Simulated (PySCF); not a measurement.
**C₂H₆OSi₂: one change and its effect**

System: C₂H₆OSi₂.
Method of the first run: GIAO PBE0/pcSseg-2 NMR shielding, non-relativistic, gas phase (PySCF 2.14.0).

The geometry comes from this level: PBE0-D3(BJ)/def2-SVP. Text and figures count atoms from 1; the logs count them from 0 in places.

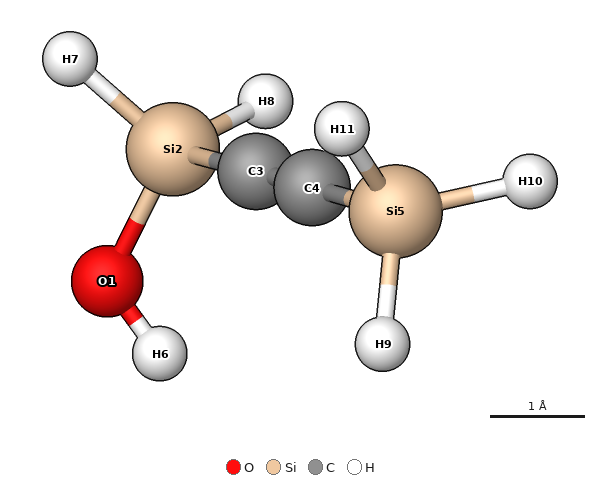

The structure (ball-and-stick view, seen at an oblique angle; atoms are numbered from 1 in the order of the input). Bond lengths as drawn: C–C 1.23 Å, C–Si 1.84 Å, H–O 0.96 Å, H–Si 1.48 to 1.49 Å and O–Si 1.66 Å.

### The input, the first run
```
{"job": {"kind": "nmr", "xc": "PBE0", "basis": "pcSseg-2", "pop": false}, "charge": 0, "multiplicity": 1}
O     -2.959033     0.727589     0.524405
Si    -2.103357    -0.029340    -0.681090
C     -0.302486    -0.045515    -0.299083
C      0.892151    -0.062951    -0.028232
Si     2.683471    -0.083234     0.374035
H     -2.803172     0.426711     1.424257
H     -2.341998     0.755267    -1.917689
H     -2.523242    -1.449597    -0.864922
H      2.898365     0.589121     1.688052
H      3.158711    -1.494732     0.453193
H      3.438635     0.640890    -0.688391
```

The first line tells a small driver script what to run in PySCF; the rest is the geometry in Å.

Launched with:
```bash
OMP_NUM_THREADS=1 python <driver script> task.json out
```

Hardware: 1 CPU thread, shared host.

### Output (the first run)
```
coarse grid: 10232 points
cycle   1  E = -733.5714123173  dE =  2.593e-01  |g| = 7.716e-01  |ddm| = 2.681e+00
cycle   2  E = -733.4125324591  dE =  1.589e-01  |g| = 1.188e+00  |ddm| = 1.646e+00
cycle   3  E = -733.6786045683  dE = -2.661e-01  |g| = 1.187e-01  |ddm| = 9.557e-01
cycle   4  E = -733.6811792835  dE = -2.575e-03  |g| = 4.236e-02  |ddm| = 1.694e-01
cycle   5  E = -733.6816589716  dE = -4.797e-04  |g| = 9.418e-03  |ddm| = 8.292e-02
cycle   6  E = -733.6816668255  dE = -7.854e-06  |g| = 7.649e-03  |ddm| = 1.171e-02
cycle   7  E = -733.6816815274  dE = -1.470e-05  |g| = 1.035e-03  |ddm| = 5.792e-03
cycle   8  E = -733.6816818090  dE = -2.816e-07  |g| = 1.101e-04  |ddm| = 1.081e-03
final grid: 89712 points
cycle   9  E = -733.6879663597  dE = -4.149e-05  |g| = 4.486e-03  |ddm| = 3.335e-02
cycle  10  E = -733.6879626690  dE =  3.691e-06  |g| = 6.106e-03  |ddm| = 1.283e-02
cycle  11  E = -733.6879706358  dE = -7.967e-06  |g| = 7.150e-04  |ddm| = 6.261e-03
cycle  12  E = -733.6879707030  dE = -6.715e-08  |g| = 3.216e-04  |ddm| = 1.240e-03
cycle  13  E = -733.6879707256  dE = -2.263e-08  |g| = 1.230e-04  |ddm| = 3.613e-04
cycle  14  E = -733.6879707290  dE = -3.392e-09  |g| = 4.281e-05  |ddm| = 1.107e-04
cycle  15  E = -733.6879707295  dE = -4.441e-10  |g| = 3.503e-06  |ddm| = 3.365e-05
converged SCF energy = -733.6879707295

GIAO shielding tensors (ppm)
atom      isotropic    diamagn.    paramagn.     s11        s22        s33       span
  0 O      302.931     383.749     -80.818    281.529    299.442    327.822     46.293
  1 Si     390.587     876.433    -485.846    342.694    374.068    455.000    112.306
  2 C       59.487     261.609    -202.122    -46.476    -38.130    263.068    309.545
  3 C       68.862     260.111    -191.249    -26.478    -20.199    253.265    279.743
  4 Si     438.533     878.565    -440.033    430.604    431.828    453.166     22.561
  5 H       30.478      32.300      -1.822     22.766     26.020     42.650     19.884
  6 H       26.367      28.754      -2.387     23.411     25.012     30.677      7.266
  7 H       26.157      29.061      -2.904     22.981     24.953     30.537      7.555
  8 H       27.013      29.126      -2.114     23.919     25.548     31.572      7.653
  9 H       27.041      28.856      -1.815     23.909     25.484     31.730      7.821
 10 H       27.025      28.708      -1.682     23.887     25.453     31.737      7.850
```

For the second run the input was changed thus:
```diff
-"xc": "PBE0"
+"xc": "wB97X-D"
```

What does this change do to the results?

The total energies belong to different methods, so their difference says nothing on which is more stable or more accurate. The HOMO goes from −8.20 to −10.04 eV. The LUMO goes from −1.11 to 0.65 eV. Of all shieldings, the largest change is that of Si5, by −1.5 ppm. The functional changes from PBE0 to wB97X-D. The SCF takes 14 iterations against 15.

### Output (the second run)
```
coarse grid: 10232 points
cycle   1  E = -733.9352420711  dE =  2.213e-01  |g| = 7.609e-01  |ddm| = 2.599e+00
cycle   2  E = -733.9147334473  dE =  2.051e-02  |g| = 8.766e-01  |ddm| = 1.304e+00
cycle   3  E = -734.0447398380  dE = -1.300e-01  |g| = 7.474e-02  |ddm| = 5.127e-01
cycle   4  E = -734.0458991130  dE = -1.159e-03  |g| = 2.819e-02  |ddm| = 7.986e-02
cycle   5  E = -734.0460943615  dE = -1.952e-04  |g| = 7.905e-03  |ddm| = 9.197e-02
cycle   6  E = -734.0461056444  dE = -1.128e-05  |g| = 4.940e-03  |ddm| = 1.218e-02
cycle   7  E = -734.0461118541  dE = -6.210e-06  |g| = 8.142e-04  |ddm| = 5.149e-03
final grid: 89712 points
cycle   8  E = -734.0562757882  dE = -8.294e-05  |g| = 4.557e-03  |ddm| = 1.498e-01
cycle   9  E = -734.0562761068  dE = -3.186e-07  |g| = 4.249e-03  |ddm| = 8.255e-03
cycle  10  E = -734.0562789088  dE = -2.802e-06  |g| = 8.735e-04  |ddm| = 2.745e-03
cycle  11  E = -734.0562790419  dE = -1.331e-07  |g| = 3.463e-04  |ddm| = 9.624e-04
cycle  12  E = -734.0562790675  dE = -2.565e-08  |g| = 1.542e-04  |ddm| = 4.273e-04
cycle  13  E = -734.0562790733  dE = -5.791e-09  |g| = 2.469e-05  |ddm| = 1.505e-04
cycle  14  E = -734.0562790737  dE = -4.092e-10  |g| = 9.560e-06  |ddm| = 6.089e-05
converged SCF energy = -734.0562790737

GIAO shielding tensors (ppm)
atom      isotropic    diamagn.    paramagn.     s11        s22        s33       span
  0 O      303.713     383.275     -79.562    281.923    301.167    328.048     46.125
  1 Si     390.578     876.095    -485.517    342.657    374.351    454.725    112.068
  2 C       60.125     261.012    -200.886    -46.417    -39.073    265.866    312.283
  3 C       68.687     259.919    -191.232    -28.136    -22.120    256.317    284.453
  4 Si     436.985     878.179    -441.194    429.893    431.120    449.943     20.050
  5 H       30.520      32.161      -1.640     22.821     26.050     42.691     19.870
  6 H       26.571      28.825      -2.254     23.614     25.217     30.882      7.268
  7 H       26.379      29.120      -2.740     23.222     25.182     30.735      7.513
  8 H       27.186      29.124      -1.939     24.114     25.726     31.718      7.604
  9 H       27.212      28.865      -1.652     24.105     25.662     31.869      7.764
 10 H       27.196      28.717      -1.521     24.082     25.630     31.877      7.795
```

### The two runs side by side

| quantity | the first run | the second run |
| --- | --- | --- |
| outcome | converged | converged |
| total energy (hartree) | −733.687971 | −734.056279 |
| HOMO (eV) | −8.20 | −10.04 |
| LUMO (eV) | −1.11 | 0.65 |
| dipole moment (D) | 1.42 | 1.43 |
| shielding of O1 (ppm) | 302.9 | 303.7 |
| shielding of C3 (ppm) | 59.5 | 60.1 |
| shielding of C4 (ppm) | 68.9 | 68.7 |
| shielding of Si5 (ppm) | 438.5 | 437.0 |
| shielding of H7 (ppm) | 26.4 | 26.6 |
| shielding of H8 (ppm) | 26.2 | 26.4 |
| shielding of H9 (ppm) | 27.0 | 27.2 |
| SCF iterations | 15 | 14 |
| basis functions | 278 | 278 |
| wall time (shared host) | 29 s | 31 s |
